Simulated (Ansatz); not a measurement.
**InH2F (SMILES [H][In]([H])[F]) at PBE0/STO-3G**

Aim: the electronic atomisation energy of InH2F at PBE0/STO-3G, from 4 runs. 

Program for the calculation: Ansatz 0.2.0.

58 further runs of the same task are left out: 2 that didn't finish, 56 set aside as unsound or not needed.

## (1) Starting point

InH2F has 4 atoms, charge 0, and is taken as a singlet. As SMILES, `[H][In]([H])[F]`. Geometry: a GFN2-xTB relaxation, a rough one for these elements and not checked as a minimum.

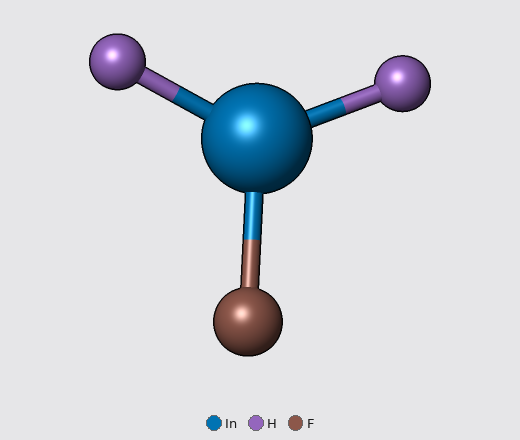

The structure, seen from a chosen angle (indium blue, hydrogen purple, fluorine brown).

## (2) The energy at PBE0/STO-3G

Contents of in.yaml:

```yaml
crystal:
  periodic: [false, false, false]
  atoms:
    - symbol: In
      position_ang: [0.069180, 0.117330, -0.000190]
    - symbol: H
      position_ang: [1.751200, -0.073770, 0.013580]
    - symbol: H
      position_ang: [-0.891440, 1.509340, -0.018860]
    - symbol: F
      position_ang: [-0.928940, -1.552910, 0.005460]
basis:
  gaussian:
    orbitals: STO-3G
hamiltonian:
  xc: {name: PBE0}
accuracy: high
```

Command:

```sh
ansatz run in.yaml --threads 1 --pin off --max-ram 2610MiB --events-out events.jsonl --progress --plain --runs-dir runs
```

The log of the run:

```text
Warning: RAYON_NUM_THREADS=1 ignored (pool sized by the plan → 1); use --threads N
Functional definition: PBE0
  name "PBE0"
  parameter a = 0.25
  parameter kappa = 0.804
  parameter beta = 0.06672455060314922
  exchange = (1 - a)*pbe_x(kappa = kappa, mu = beta*pi^2/3) + a*exact_x
  correlation = pbe_c(beta = beta)
623 factors; integrals over basis functions are off by at most 4.0e-9 eV
mean field evaluation 1: about -157391.0237 eV, gradient 1.9e1 eV
mean field evaluation 2: about -157377.7522 eV, gradient 7.1e1 eV
mean field evaluation 4: about -157392.8849 eV, gradient 1.1e0 eV
mean field evaluation 8: about -157392.8428 eV, gradient 9.7e-4 eV
mean field evaluation 16: about -157392.8428 eV, gradient 1.1e-8 eV
mean field -157392.84277868 eV, -5784.0802874159 hartree, gradient 1.2e-8 eV, S^2 0.000000; 0 other end points of the search recorded, 0 dependent functions left out
reference -157392.84277995 eV, -5784.0802874627 hartree; 30, 30 occupied and 4, 4 virtual orbitals, 623 factors
Total energy: -157392.84277995 eV, -5784.0802874627 hartree
```

It took 1.5 s on 1 thread of Arm Neoverse V2, shared host; peak memory 0.11 GiB.

## (3) The F atom, same level

Contents of in.yaml:

```yaml
basis:
  gaussian: {orbitals: STO-3G}
crystal:
  periodic: [false, false, false]
  atoms:
    - symbol: F
      position_ang: [0.000000, 0.000000, 0.000000]
magnetization: {spin_polarized: true, initial_magnetization: 1}
hamiltonian: {xc: {name: PBE0}}
accuracy: high
```

Run the same way, it converges to -98.20282 Eh (log not shown).

## (4) The H atom, same level

Contents of run.yaml:

```yaml
crystal:
  periodic: [false, false, false]
  atoms:
    - symbol: H
      position_ang: [0.000000, 0.000000, 0.000000]
basis:
  gaussian: {orbitals: STO-3G}
hamiltonian: {xc: pbe0}
accuracy: high
magnetization: {spin_polarized: true, initial_magnetization: 1}
```

Run the same way, it converges to -0.46651 Eh (log not shown).

## (5) The In atom

Contents of input.yaml:

```yaml
basis:
  gaussian:
    orbitals: STO-3G
crystal:
  periodic: [false, false, false]
  atoms:
    - {symbol: In, position_ang: [0.000000, 0.000000, 0.000000]}
magnetization:
  spin_polarized: true
  initial_magnetization: 1
hamiltonian:
  xc: {name: PBE0}
accuracy: high
```

Command:

```sh
ansatz run input.yaml --threads 1 --pin off --max-ram 2610MiB --events-out events.jsonl --progress --plain --runs-dir runs
```

The log of the run, shortened:

```text
Warning: RAYON_NUM_THREADS=1 ignored (pool sized by the plan → 1); use --threads N
[... 7 set-up lines as earlier in the session ...]
251 factors; integrals over basis functions are off by at most 4.7e-9 eV
mean field evaluation 1: about -154681.6740 eV, gradient 1.8e-1 eV
mean field evaluation 2: about -154681.6741 eV, gradient 7.4e-3 eV
mean field evaluation 4: about -154681.6766 eV, gradient 7.5e-5 eV
mean field evaluation 8: about -154681.6766 eV, gradient 1.5e-7 eV
mean field -154681.67655510 eV, -5684.4467663940 hartree, gradient 1.1e-8 eV, S^2 0.750000; 0 other end points of the search recorded, 0 dependent functions left out
reference -154681.67655627 eV, -5684.4467664369 hartree; 25, 24 occupied and 2, 3 virtual orbitals, 251 factors
Total energy: -154681.67655627 eV, -5684.4467664369 hartree
```

It took 0.97 s on 1 thread of Arm Neoverse V2, shared host; peak memory 0.1 GiB.

## (6) Summary of results

At PBE0/STO-3G:

| quantity | value |
| --- | --- |
| molecule: total energy | -5784.08029 Eh |
| F atom: total energy | -98.20282 Eh |
| F atom: ⟨S²⟩ | 0.750 |
| H atom: total energy | -0.46651 Eh |
| H atom: ⟨S²⟩ | 0.750 |
| In atom: total energy | -5684.44677 Eh |
| In atom: ⟨S²⟩ | 0.750 |
| electronic atomisation energy | 13.543 eV |

What this shows: Taking the molecule apart into free atoms costs 13.54 eV (312 kcal/mol), before zero-point energy and without spin-orbit coupling. In a minimal basis such a difference can be off by several eV, whatever the method. Relativity is left out (molecule) although the molecule holds a heavy atom. Relativity is left out (In atom) although the molecule holds a heavy atom.
